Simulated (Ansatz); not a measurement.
Input

```
crystal:
  periodic: [false, false, false]
  atoms:
    - {symbol: Cl, position_ang: [0.676192, 0.523871, 2.003353]}
    - {symbol: Sn, position_ang: [-0.589300, -0.121156, 0.155743]}
    - {symbol: Cl, position_ang: [0.394214, -2.034164, -0.741059]}
    - {symbol: Cl, position_ang: [-0.425508, 1.571049, -1.438236]}
basis:
  gaussian: {orbitals: def2-TZVPP}
magnetization: {spin_polarized: true, initial_magnetization: 1}
hamiltonian: {xc: pbe0, dispersion: d4}
output: {orbitals: {seedname: orbitals}}
```

Command:

```sh
ansatz run in.yaml --threads 4 --pin off --events-out ev --progress --plain --max-ram 10444MiB
```

Geometry: PBE0-D4/def2-TZVP; core potentials replace the inner electrons of Sn.

These are results of UKS PBE0-D4/def2-TZVPP (Ansatz 0.2.0), not measurements.

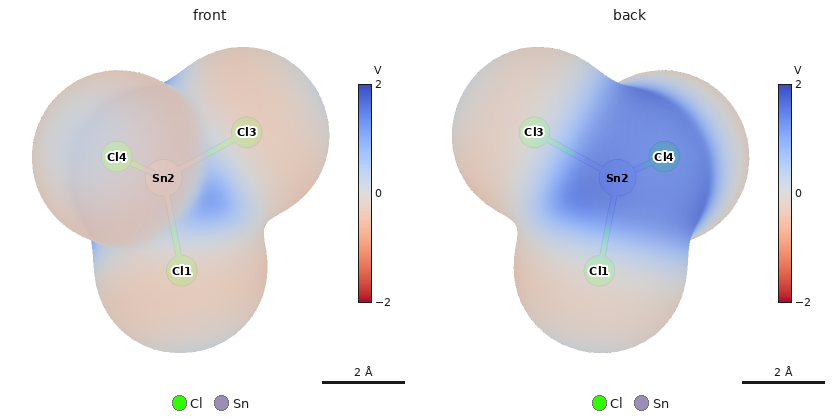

Cl3Sn (doublet). The molecular electrostatic potential painted on the density surface at 0.001 e/bohr³, seen from the front and from behind; the colour scale runs from red (negative) to blue (positive).

> Describe the electrostatic potential map.

The most negative region (about −0.3 V) lies over Cl1, Cl3 and Cl4, the most positive (about +1.5 V) over Sn2.
